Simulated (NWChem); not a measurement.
# doublet [S2F2]−: levels of theory compared

Aim: a comparison of 3 runs (UCAM-B3LYP/def2-SVPD, U-wB97X/def2-SVPD, UB2PLYP/def2-SVPD) of doublet [S2F2]−. 

Program for the calculation: NWChem 7.3.0.

### Step 1. The system as given

[S2F2]−: 4 atoms, total charge -1, spin state doublet. SMILES of the parent species: `FS(F)=S`. Geometry: relaxed at PBE0-D4/def2-TZVP. That shape belongs to the parent species and isn't relaxed for this state.

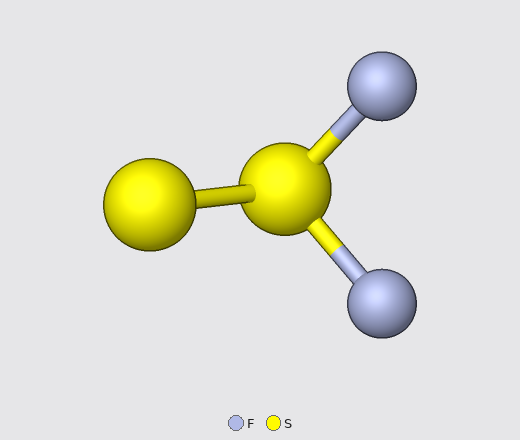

The structure, seen from a chosen angle (fluorine light blue, sulfur yellow).

### Step 2. The energy at UCAM-B3LYP/def2-SVPD (run 1)

The input, f2s2.xyz:

```xyz
4

F      0.734930     0.336790     1.199050
S     -0.480890    -0.090070     0.240730
F      0.313460    -1.382440    -0.286190
S     -0.567510     1.135710    -1.153590
```

The input, f2s2.nw:

```
start f2s2
memory 2200 mb
charge -1

geometry noautosym nocenter noautoz
load f2s2.xyz
end

basis "ao basis" spherical bse
* library def2-SVPD
end

dft
xc xcamb88 1.00 lyp 0.81 vwn_5 0.19 hfexch 1.00
cam 0.33 cam_alpha 0.19 cam_beta 0.46
mult 2
grid fine
convergence energy 1e-08
direct
maxiter 100
mulliken
print low
end

task dft energy
```

Run with:

```bash
nwchem f2s2.nw > f2s2.out
```

The log of the run:

```text
[...]
 d= 0,ls=0.0,diis     1   -995.1164123716 -1.24D+03  2.09D+00  7.90D-01     4.0
[...]
 d= 0,ls=0.0,diis    13   -995.6214221346 -6.23D-09  1.75D-06  4.94D-10    49.5
[...]
         Total DFT energy =     -995.621422134579
      One electron energy =    -1867.397339720644
           Coulomb energy =      703.663749400108
    Exchange-Corr. energy =      -72.558890957106
 Nuclear repulsion energy =      240.671059143062
[...]
      Total Density - Mulliken Population Analysis
     ---------------------------------------------
    Atom       Charge   Shell Charges
 -----------   ------   -------------------------------------------------------
    1 F    9     9.42   1.99  1.14  0.78  0.04  3.34  1.98  0.14  0.01 -0.00
    2 S   16    15.61   2.00  1.98  1.34  0.29  0.07  5.92  1.67  1.71  0.16  0.37  0.10
    3 F    9     9.42   1.99  1.14  0.78  0.04  3.34  1.98  0.14  0.01 -0.00
    4 S   16    16.55   2.00  1.98  1.26  0.57  0.12  5.92  1.85  2.44  0.29  0.07  0.04
[...]
      <S2> =      0.7548 (Exact =     0.7500)
[...]
```

Run time: 50 s. Hardware: 1 thread of Intel Xeon 6975P-C (Granite Rapids), shared host; peak memory 0.11 GiB.

### Step 3. A single-point energy at U-wB97X/def2-SVPD (run 2)

The input, mymol.xyz:

```xyz
4

F      0.734930     0.336790     1.199050
S     -0.480890    -0.090070     0.240730
F      0.313460    -1.382440    -0.286190
S     -0.567510     1.135710    -1.153590
```

The input, mymol.nw:

```
start mymol
memory 2200 mb
charge -1
geometry units angstrom noautosym nocenter noautoz
load format xyz mymol.xyz
end
basis spherical bse
F library def2-SVPD
S library def2-SVPD
end
dft
xc wb97x
mult 2
grid fine
convergence energy 1e-08
iterations 100
mulliken
end
task dft
```

Run with:

```bash
nwchem mymol.nw > mymol.out
```

The log of the run:

```text
[...]
          Wavefunction type:  spin polarized.
          No. of atoms     :     4
          No. of electrons :    51
[...]
          Charge           :    -1
          Spin multiplicity:     2
[...]
          AO basis - number of functions:   100
[...]
              XC Information
              --------------
                       wb97x  Method XC Functional
                     Hartree-Fock (Exact) Exchange  1.000
                         wb97x Exchange Functional  1.000
                      wb97x Correlation Functional  1.000
[...]
 d= 0,ls=0.0,diis     1   -995.0799062754 -1.24D+03  2.09D+00  7.76D-01     6.6
[...]
 d= 0,ls=0.0,diis    13   -995.5898020228 -7.67D-09  1.58D-06  4.00D-10    57.0
[...]
         Total DFT energy =     -995.589802022835
      One electron energy =    -1867.586525138364
           Coulomb energy =      703.864291190799
    Exchange-Corr. energy =      -72.538627218333
 Nuclear repulsion energy =      240.671059143062
[...]
      Total Density - Mulliken Population Analysis
     ---------------------------------------------
    Atom       Charge   Shell Charges
 -----------   ------   -------------------------------------------------------
    1 F    9     9.42   1.99  1.14  0.78  0.04  3.33  2.00  0.13  0.01 -0.00
    2 S   16    15.61   2.00  1.98  1.31  0.32  0.06  5.92  1.66  1.73  0.13  0.38  0.12
    3 F    9     9.42   1.99  1.14  0.78  0.04  3.33  2.00  0.13  0.01 -0.00
    4 S   16    16.55   2.00  1.98  1.23  0.59  0.13  5.93  1.85  2.47  0.26  0.07  0.04
[...]
      <S2> =      0.7551 (Exact =     0.7500)
[...]
```

Wall time 58 s (1 thread of Intel Xeon 6975P-C (Granite Rapids), shared host); peak memory 0.11 GiB.

### Step 4. The energy at UB2PLYP/def2-SVPD (run 3)

The input, m1.nw:

```
start m1
title "F2S2"
memory stack 880 mb heap 220 mb global 1100 mb
charge -1

geometry units angstrom noautosym nocenter noautoz
F      0.734930     0.336790     1.199050
S     -0.480890    -0.090070     0.240730
F      0.313460    -1.382440    -0.286190
S     -0.567510     1.135710    -1.153590
end

basis spherical bse
F library def2-SVPD
S library def2-SVPD
end

dft
xc hfexch 0.53 becke88 0.47 lyp 0.73 mp2 0.27
dftmp2 semidirect
mult 2
grid fine
convergence energy 1e-08
iterations 100
mulliken
end

mp2
freeze core 12
end

task dft energy
```

Run with:

```bash
nwchem m1.nw > m1.out
```

The log of the run:

```text
[...]
          Wavefunction type:  spin polarized.
          No. of atoms     :     4
          No. of electrons :    51
[...]
          Charge           :    -1
          Spin multiplicity:     2
[...]
          AO basis - number of functions:   100
[...]
              XC Information
              --------------
                     Hartree-Fock (Exact) Exchange  0.530
                    Becke 1988 Exchange Functional  0.470
              Lee-Yang-Parr Correlation Functional  0.730
[...]
 d= 0,ls=0.0,diis     1   -994.5182812840 -1.24D+03  2.09D+00  7.59D-01     1.6
[...]
 d= 0,ls=0.0,diis    13   -994.9957782175 -4.10D-09  5.06D-07  3.03D-10    18.1
[...]
         Total DFT energy =     -994.995778217498
      One electron energy =    -1867.407851007901
           Coulomb energy =      703.720656562946
    Exchange-Corr. energy =      -71.979642915605
 Nuclear repulsion energy =      240.671059143062
[...]
      Total Density - Mulliken Population Analysis
     ---------------------------------------------
    Atom       Charge   Shell Charges
 -----------   ------   -------------------------------------------------------
    1 F    9     9.45   1.99  1.14  0.80  0.02  3.33  2.05  0.12  0.01 -0.00
    2 S   16    15.53   2.00  1.99  1.32  0.30  0.06  5.93  1.62  1.71  0.17  0.37  0.08
    3 F    9     9.45   1.99  1.14  0.80  0.02  3.33  2.05  0.12  0.01 -0.00
    4 S   16    16.56   2.00  1.99  1.24  0.61  0.08  5.93  1.81  2.50  0.30  0.07  0.04
[...]
      <S2> =      0.7583 (Exact =     0.7500)
[...]
  Basis functions       =    100
[...]
```

It took 22 s on 1 thread of Intel Xeon 6975P-C (Granite Rapids), shared host; peak memory 0.3 GiB.

### Step 5. The series

| run | level | frozen core orbitals | energy (Eh) | ⟨S²⟩ | wall time |
| --- | --- | --- | --- | --- | --- |
| 1 | UCAM-B3LYP/def2-SVPD | – | -995.621422 | 0.755 | 50 s |
| 2 | U-wB97X/def2-SVPD | – | -995.589802 | 0.755 | 58 s |
| 3 | UB2PLYP/def2-SVPD | 12 | -995.225639 | 0.758 | 22 s |

### Step 6. What came out

| quantity | value |
| --- | --- |
| run 3: total energy | -995.22564 Eh |
| run 3: HOMO energy (SCF part's orbitals) (highest over α and β) | 0.89 eV |
| run 3: LUMO energy (SCF part's orbitals) (lowest over α and β) | 4.71 eV |
| run 3: ⟨S²⟩ | 0.758 |

Totals of different functionals can't be ranked against each other. In run 3 the HOMO lies above zero, so the outermost electron may be held by the basis alone. All runs together took 2.2 min, the longest 58 s.
